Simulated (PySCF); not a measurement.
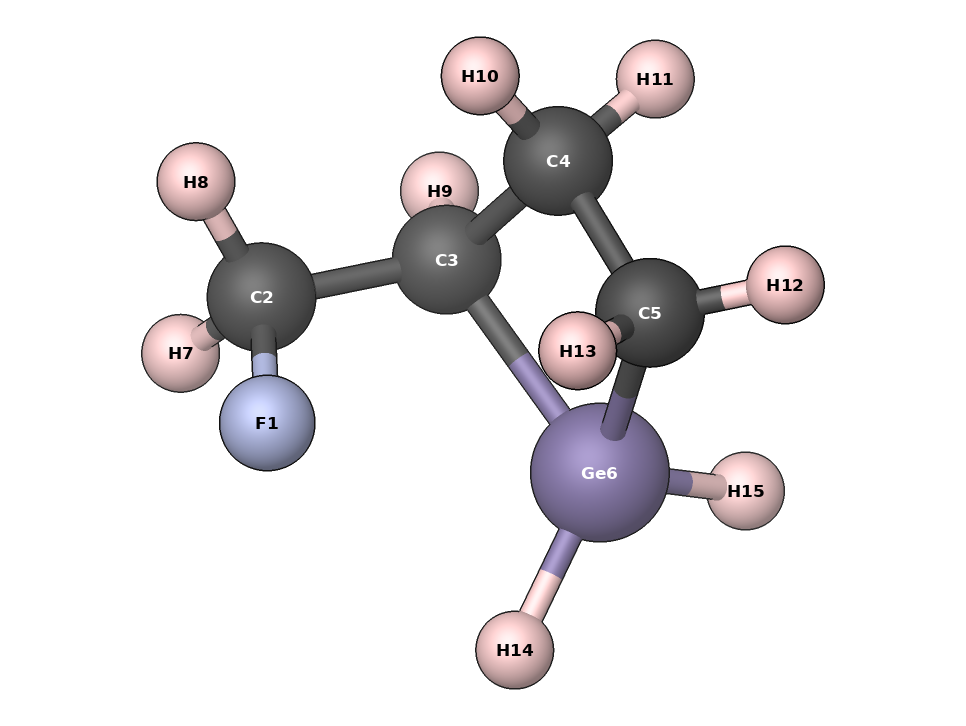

The geometry was computed by an optimisation with GFN2-xTB. No frequency run is at hand to confirm it as a minimum. Electric field gradients from the ground-state density, B3LYP/pcJ-1 (pcSseg-1 on Ge) (PySCF 2.14.0), non-relativistic apart from any core potentials.

Give the largest field-gradient component, the quadrupole coupling constant and the asymmetry for 73Ge at Ge6 (Q = −196 mb).

```json
{"atom": "Ge6", "V_zz (a.u.)": "0.811", "e²qQ/h (MHz)": "−37.3", "η": "0.29"}
```

The geometry is semi-empirical. Around Ge such bond lengths and angles can be off by a tenth of an ångström or more and by several degrees, and values that hang on the shape move with them.
